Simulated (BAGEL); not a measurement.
# One shape, several levels: triplet SiH4S3

Wanted: a comparison of 4 runs (UHF/STO-3G, UHF/3-21G, ROHF/6-31G*, UHF/6-31G*) of triplet SiH4S3. 

Program for the calculation: BAGEL 1.2.2.

2 further runs of the same task are left out: 2 that didn't finish. Runs told in other sessions of the task aren't counted.

## (1) The system as given

SiH4S3: 8 atoms, total charge 0, spin state triplet. SMILES of the parent species: `S[SiH](S)S`. Geometry: relaxed at PBE0-D4/def2-TZVP. This is one conformer, not always the lowest. That shape belongs to the parent species and isn't relaxed for this state.

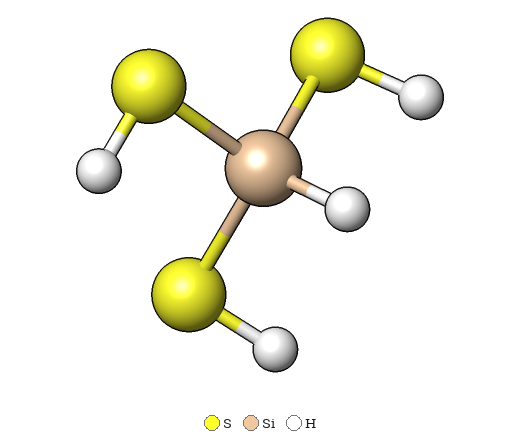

Viewed from a chosen angle; sulfur yellow, silicon light orange, hydrogen white.

## (2) The energy at UHF/STO-3G (density fitting with qzvpp-jkfit) (run 1)

Contents of input.json:

```json
{ "bagel" : [

{
  "title" : "molecule",
  "basis" : "sto-3g",
  "df_basis" : "qzvpp-jkfit",
  "angstrom" : true,
  "geometry" : [
    { "atom" : "S", "xyz" : [      -0.544300,       1.776500,      -1.229100 ] },
    { "atom" : "Si", "xyz" : [       0.100100,       0.183500,       0.018000 ] },
    { "atom" : "S", "xyz" : [       2.044800,      -0.262400,      -0.732700 ] },
    { "atom" : "S", "xyz" : [      -1.377800,      -1.347700,      -0.143500 ] },
    { "atom" : "H", "xyz" : [      -1.843300,       1.616800,      -0.921300 ] },
    { "atom" : "H", "xyz" : [       0.241700,       0.523900,       1.454100 ] },
    { "atom" : "H", "xyz" : [       2.509800,      -0.628200,       0.473600 ] },
    { "atom" : "H", "xyz" : [      -1.038900,      -1.919600,       1.025200 ] }
  ]
},

{ "title" : "uhf", "nopen" : 2 },

{ "title" : "print", "file" : "orbitals.molden", "orbitals" : true }

]}
```

Started as:

```
$ BAGEL_NUM_THREADS=1 BAGEL input.json > input.out
```

Standard output:

```text
* using 1 threads per process

  ===============================================================
  ===============================================================

  *** Geometry ***

  { "atom" : "S", "xyz" : [     -1.028578,      3.357098,     -2.322662 ] },
  { "atom" : "Si", "xyz" : [      0.189162,      0.346765,      0.034015 ] },
  { "atom" : "S", "xyz" : [      3.864112,     -0.495864,     -1.384602 ] },
  { "atom" : "S", "xyz" : [     -2.603665,     -2.546784,     -0.271176 ] },
  { "atom" : "H", "xyz" : [     -3.483332,      3.055309,     -1.741005 ] },
  { "atom" : "H", "xyz" : [      0.456747,      0.990028,      2.747851 ] },
  { "atom" : "H", "xyz" : [      4.742835,     -1.187126,      0.894974 ] },
  { "atom" : "H", "xyz" : [     -1.963236,     -3.627518,      1.937347 ] },

  Number of auxiliary basis functions:      584

  Since a DF basis is specified, we compute 2- and 3-index integrals:
    o Being stored without compression. Storage requirement is 0.007 GB

  Number of basis functions:       40
  Number of electrons      :       66

    * METHOD: MOLECULE                             0.22

  *** Open-shell HF ***

  === Nuclear Repulsion ===
   339.3810208706

      * DIIS with orbital gradients will be used.

  === UHF iteration (sto-3g) ===
      0      -1467.11543199          0.01635473           0.09
      1      -1467.18541126          0.00346470           0.08
      2      -1467.19454993          0.00145805           0.08
      3      -1467.19841000          0.00116849           0.08
      4      -1467.20300161          0.00125374           0.08
      5      -1467.20281062          0.00123762           0.08
      6      -1467.20103768          0.00069659           0.08
      7      -1467.20231659          0.00044378           0.08
      8      -1467.20307568          0.00020941           0.08
      9      -1467.20335790          0.00008573           0.08
[... 22 lines of this table left out ...]
     32      -1467.20340742          0.00000005           0.08
     33      -1467.20340742          0.00000002           0.08
     34      -1467.20340742          0.00000002           0.08
     35      -1467.20340742          0.00000001           0.09
    * SCF iteration converged.

    * S^2 (UHF) is 2.0177

    * Permanent dipole moment:
           (    0.514261,    -0.198221,    -0.692801) a.u.

    * METHOD: UHF                                  3.05

    * METHOD: PRINT                                0.01

  ===============================================================
```

Run time: 3.6 s. Hardware: 1 thread of AMD EPYC 9B14 (Zen 4), shared host.

## (3) A single-point energy at UHF/3-21G (density fitting with qzvpp-jkfit) (run 2)

Contents of input.json:

```json
{ "bagel" : [

{
  "title" : "molecule",
  "basis" : "3-21g",
  "df_basis" : "qzvpp-jkfit",
  "angstrom" : true,
  "geometry" : [
    { "atom" : "S", "xyz" : [   -0.544300,    1.776500,   -1.229100 ] },
    { "atom" : "Si", "xyz" : [    0.100100,    0.183500,    0.018000 ] },
    { "atom" : "S", "xyz" : [    2.044800,   -0.262400,   -0.732700 ] },
    { "atom" : "S", "xyz" : [   -1.377800,   -1.347700,   -0.143500 ] },
    { "atom" : "H", "xyz" : [   -1.843300,    1.616800,   -0.921300 ] },
    { "atom" : "H", "xyz" : [    0.241700,    0.523900,    1.454100 ] },
    { "atom" : "H", "xyz" : [    2.509800,   -0.628200,    0.473600 ] },
    { "atom" : "H", "xyz" : [   -1.038900,   -1.919600,    1.025200 ] }
  ]
},
{
  "title" : "uhf",
  "nopen" : 2
},
{
  "title" : "print",
  "file" : "orbitals.molden",
  "orbitals" : true
}

]}
```

Started as:

```
$ BAGEL_NUM_THREADS=1 BAGEL input.json > input.out
```

Standard output:

```text
* using 1 threads per process

  ===============================================================
  ===============================================================

  *** Geometry ***

  { "atom" : "S", "xyz" : [     -1.028578,      3.357098,     -2.322662 ] },
  { "atom" : "Si", "xyz" : [      0.189162,      0.346765,      0.034015 ] },
  { "atom" : "S", "xyz" : [      3.864112,     -0.495864,     -1.384602 ] },
  { "atom" : "S", "xyz" : [     -2.603665,     -2.546784,     -0.271176 ] },
  { "atom" : "H", "xyz" : [     -3.483332,      3.055309,     -1.741005 ] },
  { "atom" : "H", "xyz" : [      0.456747,      0.990028,      2.747851 ] },
  { "atom" : "H", "xyz" : [      4.742835,     -1.187126,      0.894974 ] },
  { "atom" : "H", "xyz" : [     -1.963236,     -3.627518,      1.937347 ] },

  Number of auxiliary basis functions:      584

  Since a DF basis is specified, we compute 2- and 3-index integrals:
    o Being stored without compression. Storage requirement is 0.017 GB

  Number of basis functions:       60
  Number of electrons      :       66

    * METHOD: MOLECULE                             0.23

  *** Open-shell HF ***

  === Nuclear Repulsion ===
   339.3810208706

      * DIIS with orbital gradients will be used.

  === UHF iteration (3-21g) ===
      0      -1476.08103786          0.01914625           0.14
      1      -1476.15052034          0.00596790           0.13
      2      -1476.16164680          0.00260075           0.13
      3      -1476.16530194          0.00126363           0.13
      4      -1476.16876945          0.00101214           0.13
      5      -1476.17232589          0.00107060           0.13
      6      -1476.17315159          0.00110453           0.13
      7      -1476.17052615          0.00069487           0.13
      8      -1476.17101743          0.00047669           0.13
      9      -1476.17210200          0.00038695           0.13
[... 44 lines of this table left out ...]
     54      -1476.17525143          0.00000001           0.13
     55      -1476.17525143          0.00000002           0.13
     56      -1476.17525143          0.00000001           0.13
     57      -1476.17525143          0.00000001           0.13
    * SCF iteration converged.

    * S^2 (UHF) is 2.0192

    * Permanent dipole moment:
           (    0.448012,     0.542680,    -1.417525) a.u.

    * METHOD: UHF                                  7.72

    * METHOD: PRINT                                0.01

  ===============================================================
```

Run time: 8.4 s. Hardware: 1 thread of AMD EPYC 9B14 (Zen 4), shared host.

Run 3 isn't shown in full; the table further down has it.

## (4) A single-point energy at UHF/6-31G(d) (density fitting with qzvpp-jkfit, spherical functions) (run 4)

Contents of hf.json:

```json
{ "bagel" : [

{
  "title" : "molecule",
  "basis" : "6-31gs.json",
  "df_basis" : "qzvpp-jkfit",
  "angstrom" : true,
  "geometry" : [
    { "atom" : "S", "xyz" : [   -0.544300,    1.776500,   -1.229100 ] },
    { "atom" : "Si", "xyz" : [    0.100100,    0.183500,    0.018000 ] },
    { "atom" : "S", "xyz" : [    2.044800,   -0.262400,   -0.732700 ] },
    { "atom" : "S", "xyz" : [   -1.377800,   -1.347700,   -0.143500 ] },
    { "atom" : "H", "xyz" : [   -1.843300,    1.616800,   -0.921300 ] },
    { "atom" : "H", "xyz" : [    0.241700,    0.523900,    1.454100 ] },
    { "atom" : "H", "xyz" : [    2.509800,   -0.628200,    0.473600 ] },
    { "atom" : "H", "xyz" : [   -1.038900,   -1.919600,    1.025200 ] }
  ]
},
{ "title" : "uhf", "nopen" : 2 },
{ "title" : "print", "file" : "orbitals.molden", "orbitals" : true }

]}
```

The basis set 6-31G* is read from a file made from the Basis Set Exchange's data (not shown).

Started as:

```
$ BAGEL_NUM_THREADS=1 BAGEL hf.json > hf.out
```

Standard output:

```text
* using 1 threads per process

  ===============================================================
  ===============================================================

  *** Geometry ***

  { "atom" : "S", "xyz" : [     -1.028578,      3.357098,     -2.322662 ] },
  { "atom" : "Si", "xyz" : [      0.189162,      0.346765,      0.034015 ] },
  { "atom" : "S", "xyz" : [      3.864112,     -0.495864,     -1.384602 ] },
  { "atom" : "S", "xyz" : [     -2.603665,     -2.546784,     -0.271176 ] },
  { "atom" : "H", "xyz" : [     -3.483332,      3.055309,     -1.741005 ] },
  { "atom" : "H", "xyz" : [      0.456747,      0.990028,      2.747851 ] },
  { "atom" : "H", "xyz" : [      4.742835,     -1.187126,      0.894974 ] },
  { "atom" : "H", "xyz" : [     -1.963236,     -3.627518,      1.937347 ] },

  Number of auxiliary basis functions:      584

  Since a DF basis is specified, we compute 2- and 3-index integrals:
    o Being stored without compression. Storage requirement is 0.030 GB

  Number of basis functions:       80
  Number of electrons      :       66

    * METHOD: MOLECULE                             0.32

  *** Open-shell HF ***

  === Nuclear Repulsion ===
   339.3810208706

      * DIIS with orbital gradients will be used.

  === UHF iteration (6-31gs.json) ===
      0      -1483.48885562          0.01728593           0.20
      1      -1483.55450370          0.00699044           0.19
      2      -1483.56824025          0.00362411           0.18
      3      -1483.57401877          0.00135258           0.18
      4      -1483.58010603          0.00141297           0.19
      5      -1483.58216277          0.00143538           0.19
      6      -1483.57623968          0.00096645           0.18
      7      -1483.57619050          0.00068048           0.19
      8      -1483.57943251          0.00050792           0.19
      9      -1483.58051459          0.00034806           0.18
[... 66 lines of this table left out ...]
     76      -1483.58486022          0.00000003           0.18
     77      -1483.58486022          0.00000001           0.18
     78      -1483.58486022          0.00000001           0.18
     79      -1483.58486022          0.00000001           0.18
    * SCF iteration converged.

    * S^2 (UHF) is 2.0328

    * Permanent dipole moment:
           (    0.477893,     0.826156,    -0.897466) a.u.

    * METHOD: UHF                                 14.88

    * METHOD: PRINT                                0.02

  ===============================================================
```

Run time: 16 s. Hardware: 1 thread of AMD EPYC 9B14 (Zen 4), shared host.

## (5) The series

```
run                                                                level   energy (Eh)  dipole moment (D)   ⟨S²⟩  wall time
  1                        UHF/STO-3G (density fitting with qzvpp-jkfit)  -1467.203407               2.25  2.018      3.6 s
  2                         UHF/3-21G (density fitting with qzvpp-jkfit)  -1476.175251               4.02  2.019      8.4 s
  3  ROHF/6-31G* (density fitting with qzvpp-jkfit, spherical functions)  -1483.576990               3.32  2.000       16 s
  4   UHF/6-31G* (density fitting with qzvpp-jkfit, spherical functions)  -1483.584860               3.33  2.033       16 s
```

## (6) Summary of results

```
            quantity           value
 run 4: total energy  -1483.58486 Eh
run 4: dipole moment          3.33 D
         run 4: ⟨S²⟩           2.033
```

The dipole moment (its size) runs from 2.25 D (UHF/STO-3G) to 4.02 D (UHF/3-21G). In run 1 the basis is minimal, so the values are rough. All runs together took 44 s, the longest 16 s.
